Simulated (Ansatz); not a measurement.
# Nickel, simple cubic: r²SCAN0 after r²SCAN

Aim: see what exact exchange does to the levels and moments, and what it costs. The geometry was relaxed under r²SCAN beforehand and is kept. Exact exchange is dear, so the k-mesh is coarse, and r²SCAN is run on the same mesh for comparison.

Computed with Ansatz 0.2.0 (DFT, plane waves (500 eV) with PBE-made PAW files, scalar-relativistic; functionals as named at each step, unless a step says otherwise).

### Step 1. The starting structure

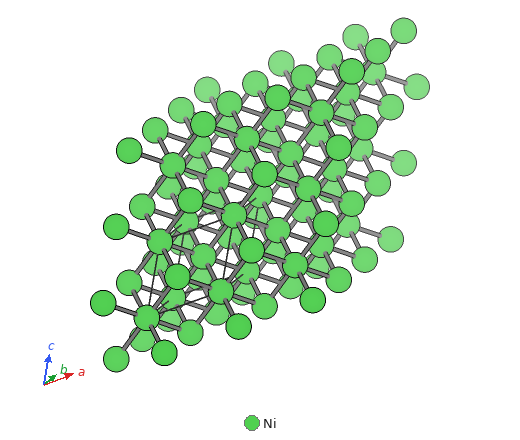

The structure, seen slightly off an axis (nickel green). 2×2×2 cells are drawn. Any atoms on the faces are drawn again on the opposite ones, and bonded neighbours outside are added.

Structure file:

```cif
data_structure
_symmetry_space_group_name_H-M 'P 1'
_symmetry_Int_Tables_number 1
_cell_length_a 3.2392
_cell_length_b 3.2392
_cell_length_c 3.2392
_cell_angle_alpha 60.000
_cell_angle_beta 60.000
_cell_angle_gamma 60.000
_cell_volume 24.03
loop_
_atom_site_label
_atom_site_type_symbol
_atom_site_fract_x
_atom_site_fract_y
_atom_site_fract_z
_atom_site_occupancy
Ni1 Ni 0.00000 0.00000 0.00000 1
Ni2 Ni 0.50000 0.50000 0.50000 1
```

The atoms start with moments of +0.87 ×2 μB.

### Step 2. r²SCAN, coarse mesh

The run with r²SCAN.

The input, input.yaml:

```yaml
crystal:
  lattice:
    - [0.0, 2.2904745416, 2.2904745416]
    - [2.2904745416, 0.0, 2.2904745416]
    - [2.2904745416, 2.2904745416, 0.0]
  atoms:
    - { symbol: Ni, position: [0.0, 0.0, 0.0], spin: 0.867 }
    - { symbol: Ni, position: [0.5, 0.5, 0.5], spin: 0.867 }
hamiltonian:
  xc: r2scan
  pseudopotentials:
    kind: paw
    azcp:
      Ni: "pseudopotentials/Ni.paw.azcp"
basis:
  ecutwfc: 500
  fft_grid_basis: typed
kpoints:
  mp_grid: { grid: [6, 6, 6], shift: [0, 0, 0] }
magnetization:
  spin_polarized: true
scf:
  occupations: { method: fermi_dirac, width: 0.1 }
output:
  write_density: true
  write_potential: true
  elf: true
  volumetric_format: npy
```

On the command line:

```
ansatz run input.yaml --threads 4 --pin off --max-ram 8192MiB --backend cpu --events-out ev --progress --plain --runs-dir out
```

The log of the run:

```text
Warning: RAYON_NUM_THREADS=4 ignored (pool sized by the plan → 4); use --threads N
Engine: ansatz 0.2.0, x86_64-unknown-linux-gnu
Pseudopotentials: kind: paw
Pseudopotential: Ni, paw, valence charge 18, recommended cutoff 500 eV (meta_gga), <dir>
Functional definition: r2SCAN
  parameter k0 = 0.174
  parameter k1 = 0.065
  parameter a1 = 4.9479
  exchange = r2scan_x(k0 = k0, k1 = k1, a1 = a1)
  correlation = r2scan_c
Crystal: 2 atoms, lattice volume = 24.033 Å³
Basis set: ecut = 500 eV, 609 PW (Γ), exchange–correlation on 96×96×96 points (64 copies of the dense FFT grid, shifted against one another)
Bands: 23, of which v1, the nominal top of the filled ones, is band 18 counted from 1 (17 counted from 0)
Symmetry: 96 space group operations
Space group: Pm-3m (ITA 221), of the structure as read, at distance tolerance 2.9e-5 Å
Magnetic group: BNS 221.92 (UNI 1594), of the structure as read, at distance tolerance 2.9e-5 Å
k-points: 16 of 216
Non-local potential: Ni, projectors of the file, l = 0: 3, l = 1: 2, l = 2: 3, l = 3: 1
PAW form: soft (Blöchl's): semilocal exchange-correlation on the pseudo side does not see the compensation charge
PAW frozen core: Ni, regenerated for the run's functional (the file was generated under x = pbe(κ = 0.804, μ = 0.2195149727645171), c = pbe(β = 0.06672455060314922))
PAW one-centre angular grid: Ni, 590 points (default); XC on 160 Gauss nodes
Initial density: superposition of atomic densities (chi_scale 0.1, normalization cell)
Starting moments: Σ|m| = 1.734 μB on 2 of 2 sites
Initial wavefunctions: pseudopotential atomic-orbital guess
Functional: x = r2scan, c = r2scan; τ floored in thin density (d = 2e-4 eV/Å³)
iter 1 solved again at ethr=1.72e-4 eV; its pass at ethr=3.10e-3 eV (dr2=6.18e-2 eV) is discarded
SCF iter   1: F=—  HF=-11686.755183 eV  |F-HF|=—  |Δ(HF+E_count)|=         —  Δρ=2.85e-2 (↑2.85e-2 ↓2.79e-2)  dr2=1.60e-2  dr2_τ=8.11e-3  dr2_m=1.63e-1  M=1.784 μB ∫|m|=1.863 μB  β_m=1.00  ethr=1.72e-4  ⟨swp⟩=3.8  Hψ=4805  notcnv=0
Mixer restart at iter 1: flushing history
eigensolver tolerance schedule: the retry pair's looser diagonalisation over-reported the residual by 2.86 of it (diagonalisation noise at 0.20 of the residual, at the tolerance the schedule requests for it); recorded, not acted on — ethr = c·dr2/N_el stays at c = 1.0e-1
preconditioner: auto → Kerker (q_TF=auto, 2.918 Å⁻¹)  [metal: Δε(μ)=0.047 eV  Ē_g=9.027 eV  σ=0.100 eV  W_gap=0.12  n_scr=14 (ndim 8)  ℏωp=33.9 eV  f_vac=0.000  D(μ)=4.18/eV (n_scr^D=64)]
spin=Collinear: Kerker preconditioning applied to the charge; magnetization (m = ρ↑ − ρ↓) channel mixes plain (no charge-response kernel on spin).
SCF iter   2: F=—  HF=-11686.614095 eV  |F-HF|=—  |Δ(HF+E_count)|=         —  Δρ=9.34e-2 (↑2.97e-2 ↓9.34e-2)  dr2=6.90e-1  dr2_τ=4.99e-3  dr2_m=7.99e-1  M=2.517 μB ∫|m|=2.658 μB  β_m=1.00  ethr=4.45e-5  ⟨swp⟩=3.8  Hψ=2146  notcnv=0
Mixer restart at iter 2: flushing history
SCF iter   3: F=—  HF=-11689.668340 eV  |F-HF|=—  |Δ(HF+E_count)|=    3.05e0  Δρ=1.67e-1 (↑6.23e-2 ↓1.67e-1)  dr2=6.55e0  dr2_τ=1.04e-2  dr2_m=7.14e-1  M=1.672 μB ∫|m|=1.904 μB  β_m=0.89  ethr=1.39e-4  ⟨swp⟩=3.5  Hψ=2212  notcnv=0
SCF iter   4: F=—  HF=-11688.462217 eV  |F-HF|=—  |Δ(HF+E_count)|=    1.21e0  Δρ=3.50e-2 (↑2.72e-2 ↓3.50e-2)  dr2=6.37e-1  dr2_τ=1.68e-2  dr2_m=4.99e-3  M=1.696 μB ∫|m|=1.958 μB  β_m=1.00  ethr=1.39e-4  ⟨swp⟩=3.6  Hψ=2237  notcnv=0  κ⁻¹=1.0e0(r=1)
SCF iter   5: F=—  HF=-11688.857473 eV  |F-HF|=—  |Δ(HF+E_count)|=   3.95e-1  Δρ=2.01e-2 (↑1.30e-2 ↓2.01e-2)  dr2=2.19e-1  dr2_τ=2.91e-4  dr2_m=3.20e-3  M=1.673 μB ∫|m|=1.921 μB  β_m=1.00  ethr=1.39e-4  ⟨swp⟩=2.4  Hψ=1684  notcnv=0  κ⁻¹=9.9e-3(r=2)
SCF iter   6: F=—  HF=-11689.021693 eV  |F-HF|=—  |Δ(HF+E_count)|=   1.64e-1  Δρ=1.10e-2 (↑6.53e-3 ↓1.10e-2)  dr2=6.46e-2  dr2_τ=1.28e-4  dr2_m=2.49e-3  M=1.637 μB ∫|m|=1.850 μB  β_m=1.00  ethr=1.39e-4  ⟨swp⟩=2.1  Hψ=1375  notcnv=0  κ⁻¹=7.3e-4(r=3)
SCF iter   7: F=—  HF=-11689.053471 eV  |F-HF|=—  |Δ(HF+E_count)|=   3.18e-2  Δρ=5.75e-3 (↑5.75e-3 ↓4.23e-3)  dr2=8.39e-3  dr2_τ=5.47e-5  dr2_m=5.77e-4  M=1.565 μB ∫|m|=1.734 μB  β_m=1.00  ethr=1.39e-4  ⟨swp⟩=2.0  Hψ=1545  notcnv=0  κ⁻¹=1.7e-4(r=4)
SCF iter   8: F=—  HF=-11689.065724 eV  |F-HF|=—  |Δ(HF+E_count)|=   1.23e-2  Δρ=8.26e-3 (↑2.77e-3 ↓8.26e-3)  dr2=1.49e-2  dr2_τ=3.24e-5  dr2_m=2.04e-3  M=1.528 μB ∫|m|=1.676 μB  β_m=1.00  ethr=2.33e-5  ⟨swp⟩=2.3  Hψ=1568  notcnv=0  κ⁻¹=8.2e-6(r=5)
SCF iter   9: F=—  HF=-11689.074684 eV  |F-HF|=—  |Δ(HF+E_count)|=   8.96e-3  Δρ=2.75e-3 (↑2.75e-3 ↓2.11e-3)  dr2=3.13e-3  dr2_τ=6.15e-6  dr2_m=3.04e-5  M=1.554 μB ∫|m|=1.711 μB  β_m=1.00  ethr=2.33e-5  ⟨swp⟩=1.8  Hψ=1140  notcnv=0  κ⁻¹=4.4e-6(r=6)
SCF iter  10: F=—  HF=-11689.056465 eV  |F-HF|=—  |Δ(HF+E_count)|=   1.82e-2  Δρ=4.04e-3 (↑3.32e-3 ↓4.04e-3)  dr2=6.85e-3  dr2_τ=4.73e-6  dr2_m=3.58e-5  M=1.590 μB ∫|m|=1.764 μB  β_m=1.00  ethr=8.71e-6  ⟨swp⟩=2.0  Hψ=1490  notcnv=0  κ⁻¹=4.1e-6(r=7)
SCF iter  11: F=—  HF=-11689.071839 eV  |F-HF|=—  |Δ(HF+E_count)|=   1.54e-2  Δρ=3.73e-3 (↑1.45e-3 ↓3.73e-3)  dr2=3.42e-3  dr2_τ=3.81e-6  dr2_m=3.16e-4  M=1.572 μB ∫|m|=1.737 μB  β_m=1.00  ethr=8.71e-6  ⟨swp⟩=2.0  Hψ=1313  notcnv=0  κ⁻¹=7.2e-7(r=8)
SCF iter  12: F=—  HF=-11689.075281 eV  |F-HF|=—  |Δ(HF+E_count)|=   3.44e-3  Δρ=4.51e-4 (↑4.51e-4 ↓1.27e-4)  dr2=2.72e-5  dr2_τ=1.93e-7  dr2_m=1.02e-5  M=1.550 μB ∫|m|=1.705 μB  β_m=1.00  ethr=8.71e-6  ⟨swp⟩=2.2  Hψ=1162  notcnv=0  κ⁻¹=4.9e-6(r=8)
SCF iter  13: F=—  HF=-11689.075117 eV  |F-HF|=—  |Δ(HF+E_count)|=   1.65e-4  Δρ=9.44e-5 (↑7.66e-5 ↓9.44e-5)  dr2=2.14e-6  dr2_τ=4.41e-8  dr2_m=1.74e-7  M=1.549 μB ∫|m|=1.704 μB  β_m=1.00  ethr=7.56e-8  ⟨swp⟩=2.0  Hψ=1267  notcnv=0  κ⁻¹=1.7e-6(r=8)
SCF iter  14: F=—  HF=-11689.075404 eV  |F-HF|=—  |Δ(HF+E_count)|=   2.87e-4  Δρ=1.61e-4 (↑6.80e-5 ↓1.61e-4)  dr2=2.08e-6  dr2_τ=1.48e-8  dr2_m=2.31e-6  M=1.553 μB ∫|m|=1.709 μB  β_m=1.00  ethr=5.94e-9  ⟨swp⟩=3.0  Hψ=1714  notcnv=0  κ⁻¹=7.6e-7(r=8)
SCF iter  15: F=—  HF=-11689.075398 eV  |F-HF|=—  |Δ(HF+E_count)|=   5.83e-6  Δρ=4.20e-5 (↑4.20e-5 ↓3.01e-5)  dr2=1.13e-7  dr2_τ=5.63e-9  dr2_m=1.67e-7  M=1.555 μB ∫|m|=1.712 μB  β_m=1.00  ethr=5.77e-9  ⟨swp⟩=2.5  Hψ=1417  notcnv=0  κ⁻¹=7.8e-7(r=8)
SCF iter  16: F=—  HF=-11689.075405 eV  |F-HF|=—  |Δ(HF+E_count)|=   6.84e-6  Δρ=2.41e-5 (↑1.35e-5 ↓2.41e-5)  dr2=1.68e-7  dr2_τ=1.60e-9  dr2_m=2.12e-8  M=1.555 μB ∫|m|=1.712 μB  β_m=1.00  ethr=3.14e-10  ⟨swp⟩=2.0  Hψ=1332  notcnv=0  κ⁻¹=5.8e-7(r=8)
SCF iter  17: F=—  HF=-11689.075417 eV  |F-HF|=—  |Δ(HF+E_count)|=   1.23e-5  Δρ=1.54e-5 (↑1.02e-5 ↓1.54e-5)  dr2=7.61e-8  dr2_τ=1.29e-10  dr2_m=2.95e-9  M=1.554 μB ∫|m|=1.711 μB  β_m=1.00  ethr=3.14e-10  ⟨swp⟩=3.1  Hψ=1566  notcnv=0  κ⁻¹=6.7e-8(r=8)
SCF iter  18: F=—  HF=-11689.075417 eV  |F-HF|=—  |Δ(HF+E_count)|=   5.96e-7  Δρ=2.30e-6 (↑2.30e-6 ↓2.18e-6)  dr2=8.41e-10  dr2_τ=4.07e-11  dr2_m=1.64e-10  M=1.554 μB ∫|m|=1.711 μB  β_m=1.00  ethr=2.11e-10  ⟨swp⟩=2.0  Hψ=1289  notcnv=0  κ⁻¹=1.3e-7(r=8)
SCF iter  19: F=-11689.075417 eV  HF=-11689.075417 eV  |F-HF|=1.12e-8  |Δ(HF+E_count)|=   1.01e-8  Δρ=3.13e-6 (↑1.33e-6 ↓3.13e-6)  dr2=1.18e-9  dr2_τ=1.25e-11  dr2_m=5.40e-10  M=1.554 μB ∫|m|=1.711 μB  ethr=2.34e-12  ⟨swp⟩=1.7  Hψ=2492  notcnv=0
SCF 1 converged in 19 iterations: F = -11689.075417 eV  dr2 = 1.18e-9
this state was not tested for a lower state beside it, because the mixer in use, unlike msr1, does not test its closes by its own steps (another_mixer; see scf.mixing.algorithm and scf.lower_state_search)
SCF converged after 19 iterations
Magnetization: 1.5542 μB (18.7771 up, 17.2229 down)
Absolute magnetization: 1.7128 μB (∫|ρ↑−ρ↓|, with the PAW one-centre terms)
Spin contamination: 0.0186 ħ² per cell (⟨S²⟩ above its minimum at these occupations)
Per-site moments (μB) at R_I (Å): [(0.814397118162389, 0.9448207484100001), (0.8143971181623888, 0.9448207484100001)]
Free energy (F): -11689.075417 eV
Harris-Foulkes:  -11689.075417 eV  (|F-HF|=1.12e-8)
Internal energy: -11688.970347 eV  (E = F + TS)
E sigma→0 (E₀):  -11689.022882 eV
Entropy (-TS):   -0.105071 eV (-52.535 meV/atom)
Fermi energy:    15.965880 eV
--- Per-component energies (eV) ---
  E_band       = -689.495075
  E_kinetic    = 565.912930
  E_local      = -7428.801936  (includes V_loc(G=0)·N_el)
  E_nonlocal   = 1288.494465
  E_hartree    = 3115.952272
  E_xc         = -155.795722
  E_vxc        = -231.241734  (∫ρ·V_xc dr)
  E_paw        = -3294.819712  (= ΣΔE_a)
  E_vpaw       = -1132.953094  (= ΣTr[D̂ρ^β])
  E_aug_tail   = 0.000457  (compensation charges beyond the density's cutoff)
  E_vtau       = 17.193127  (kinetic-family band-sum trace: ∫τ·v_τ [+ j·A + Jᵃ·Aᵃ] dr)
  E_ewald      = -5779.312965
  E_core_change = -0.600137  (= ΣΔE_core)
  E_smearing   = -0.105071  (= −TS)
  E_closure    = 0.000000  (closes the sum)
  Σ components = -11689.075417   (vs F -11689.075417, Δ=0.00e0)
--- Band table (eV; the first three rows and the last of 32) ---
  k-point 0 ↑: bands = ["-91.5474", "-91.4500", "-50.5273", "-50.5273", "-50.5273", "-50.3080", "-50.3080", "-50.3080", "7.2405", "11.6560", "11.6560", "11.9704", "11.9704", "11.9704", "15.0920", "15.0920", "15.0920", "16.0384", "16.0384", "28.4905", "28.4905", "28.4905", "30.5523"]
  k-point 1 ↑: bands = ["-91.5407", "-91.4563", "-50.5148", "-50.5131", "-50.5131", "-50.3252", "-50.3232", "-50.3232", "7.8957", "11.8542", "11.8542", "11.9538", "12.2089", "12.2089", "14.9208", "14.9465", "14.9465", "15.6241", "15.6241", "24.5252", "28.3499", "28.3499", "30.5757"]
  k-point 2 ↑: bands = ["-91.5226", "-91.4739", "-50.4794", "-50.4742", "-50.4742", "-50.3701", "-50.3645", "-50.3645", "9.6910", "11.9354", "12.4301", "12.4301", "12.8222", "12.8222", "14.5122", "14.5122", "14.6506", "14.6506", "14.6538", "19.2956", "28.4992", "28.4992", "31.3063"]
  k-point 15 ↓: bands = ["-90.2145", "-90.1975", "-49.3189", "-49.3016", "-49.2215", "-49.0775", "-48.9989", "-48.9870", "12.1607", "12.5676", "13.1919", "13.2146", "13.5421", "15.2277", "15.3513", "15.6361", "15.6651", "16.1939", "16.9808", "19.5415", "20.4628", "20.8108", "31.0155"]
```

Wall time 1.8 s (4 threads of Intel Xeon 6975P-C (Granite Rapids), shared host); peak memory 0.4 GiB.

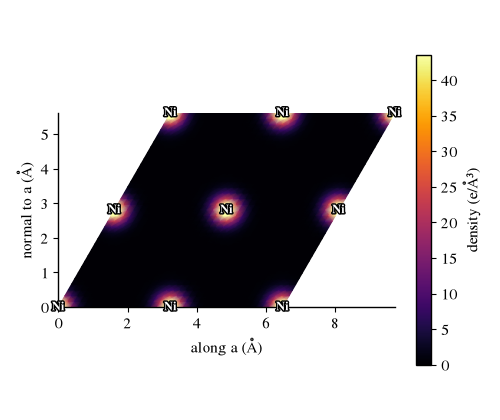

Density in a lattice plane of the grid's cell (edges 3.24 and 3.24 Å, at 0.000 of the third edge), which holds Ni. Only atoms in the plane are labelled; the density scale stops at 43.50 e/Å³. It is the smooth density of the valence electrons, not physical close to the nuclei.

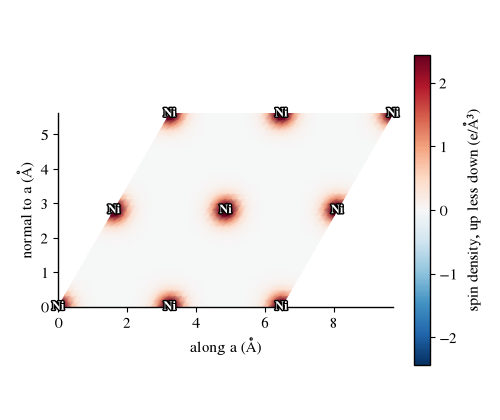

Spin density in a lattice plane of the grid's cell (edges 3.24 and 3.24 Å, at 0.000 of the third edge), which holds Ni.

### Step 3. r²SCAN0 on the coarse mesh

The run with r²SCAN0.

input.yaml: that of step 2 with these lines changed.

```diff
@@ -9,3 +9,3 @@
 hamiltonian:
-  xc: r2scan
+  xc: r2scan0
   pseudopotentials:
@@ -23,6 +23 @@
   occupations: { method: fermi_dirac, width: 0.1 }
-output:
-  write_density: true
-  write_potential: true
-  elf: true
-  volumetric_format: npy
```

On the command line:

```
ansatz run input.yaml --threads 4 --pin off --max-ram 8192MiB --backend cpu --events-out ev --progress --plain --runs-dir out
```

The log of the run, shortened:

```text
Warning: RAYON_NUM_THREADS=4 ignored (pool sized by the plan → 4); use --threads N
[...]
Pseudopotentials: kind: paw
Pseudopotential: Ni, paw, valence charge 18, recommended cutoff 500 eV (meta_gga), <dir>
Functional definition: r2SCAN0
[...]
Crystal: 2 atoms, lattice volume = 24.033 Å³
Basis set: ecut = 500 eV, 609 PW (Γ), exchange–correlation on 96×96×96 points (64 copies of the dense FFT grid, shifted against one another)
Bands: 23, of which v1, the nominal top of the filled ones, is band 18 counted from 1 (17 counted from 0)
Symmetry: 96 space group operations
Space group: Pm-3m (ITA 221), of the structure as read, at distance tolerance 2.9e-5 Å
Magnetic group: BNS 221.92 (UNI 1594), of the structure as read, at distance tolerance 2.9e-5 Å
k-points: 16 of 216
[...]
Starting moments: Σ|m| = 1.734 μB on 2 of 2 sites
[...]
hybrid SCF converged: 4 outer / 27 inner (+16 warm-up), last move |dexx| = 3.71e-8 eV, tail = 7.11e-8 eV
Magnetization: 1.5932 μB (18.7966 up, 17.2034 down)
Absolute magnetization: 2.0552 μB (∫|ρ↑−ρ↓|, with the PAW one-centre terms)
Spin contamination: 0.0627 ħ² per cell (⟨S²⟩ above its minimum at these occupations)
Per-site moments (μB) at R_I (Å): [(0.900948755243305, 0.9448207484100001), (0.900948755243305, 0.9448207484100001)]
Free energy (F): -11682.453373 eV
Frozen-core exchange: fock
[...]
E sigma→0 (E₀):  -11682.447090 eV
Entropy (-TS):   -0.012566 eV (-6.283 meV/atom)
Fermi energy:    15.544271 eV
[...]
--- Band table (eV; the first three rows and the last of 32) ---
[... band rows left out ...]
[...]
  guard bands above this table: 2 of the run's 23 bands, where the rule asks 3: the bands that hold charge and the lowest empty level above them stay in the table. The solve was not asked for them (output.publish_guard_bands: true or output.eigenvalues: true publishes all)
```

It took 18 s on 4 threads of Intel Xeon 6975P-C (Granite Rapids), shared host; peak memory 1 GiB.

### Step 4. The functionals compared

```
functional               gap on the mesh  Fermi energy (eV)                         magnetic state  SCF cycles  exchange loops  CPU time
    r²SCAN  none (levels filled in part)             15.966  ferromagnetic, up to 0.81 μB per atom          19               -     4.6 s
   r²SCAN0  none (levels filled in part)             15.544  ferromagnetic, up to 0.90 μB per atom          43               4      60 s
```

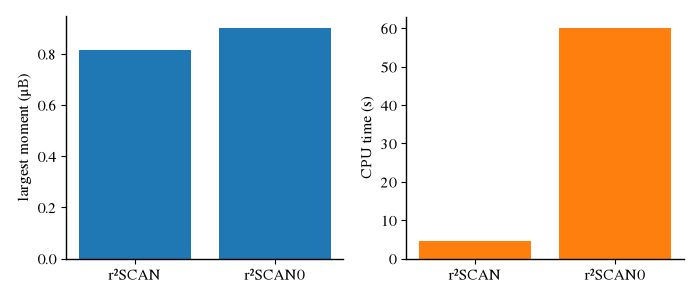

Largest moment and CPU time by functional.

### Step 5. Results

| quantity | value |
| --- | --- |
| r²SCAN: gap | none (levels filled in part) |
| r²SCAN: magnetic state | ferromagnetic, up to 0.81 μB per atom |
| r²SCAN0: gap | none (levels filled in part) |
| r²SCAN0: magnetic state | ferromagnetic, up to 0.90 μB per atom |
| r²SCAN0: SCF cycles, exchange loops | 43, 4 |
| r²SCAN0: CPU time over that of r²SCAN | 13 |

**Reading.** Neither r²SCAN nor r²SCAN0 shows a clean gap on this mesh. The largest moment goes from 0.81 to 0.90 μB. The hybrid took 13 times as much CPU time as r²SCAN on the same settings. The exchange operator of r²SCAN0 was renewed in 4 outer loops. The total energies in the logs cannot be compared from one functional to another.
